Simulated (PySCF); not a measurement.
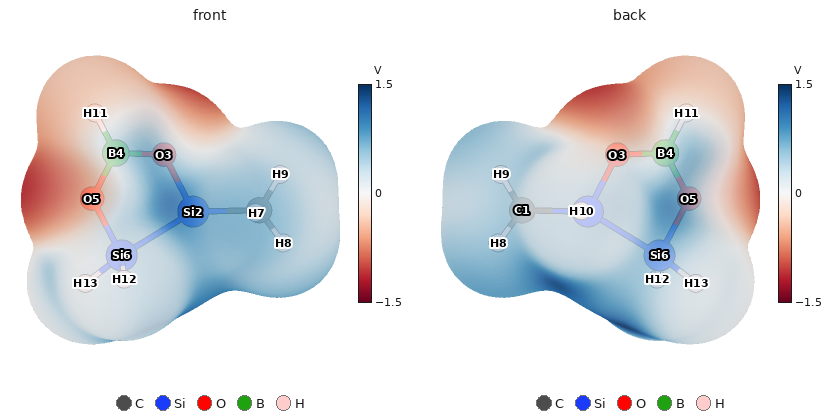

Figure 1: CH$_{7}$BO$_{2}$Si$_{2}$. The electrostatic potential painted on the density surface at 0.001 e/bohr³, seen from the front and from behind; the colour scale runs from red (negative) to blue (positive).

Geometry: GFN2-xTB.

Level of theory: B3LYP/def2-SVPD, SCF density, gas phase in PySCF 2.14.0.

```xyz
13

C     2.1027    0.3408    0.3947
Si    0.5707   -0.1395   -0.6214
O    -0.4189    1.1936   -0.6851
B    -1.6992    1.1180   -0.2735
O    -2.1553   -0.0552    0.2096
Si   -1.1635   -1.3768    0.3069
H     1.8834    0.4606    1.4525
H     2.8704   -0.4195    0.2978
H     2.5205    1.2780    0.0376
H     0.9178   -0.3507   -2.0363
H    -2.4031    2.0523   -0.3308
H    -1.1782   -1.7167    1.7332
H    -1.8516   -2.3843   -0.5028
```

Q: Where is the surface potential most negative and most positive?

A: The most negative region (about −1.1 V, or −25 kcal/mol for a unit charge) lies over O3 and O5, the most positive (about +1.3 V, or +30 kcal/mol for a unit charge) over Si2 and Si6.

Q: What dipole moment does the calculation give?

A: Its dipole moment is 2.68 D.
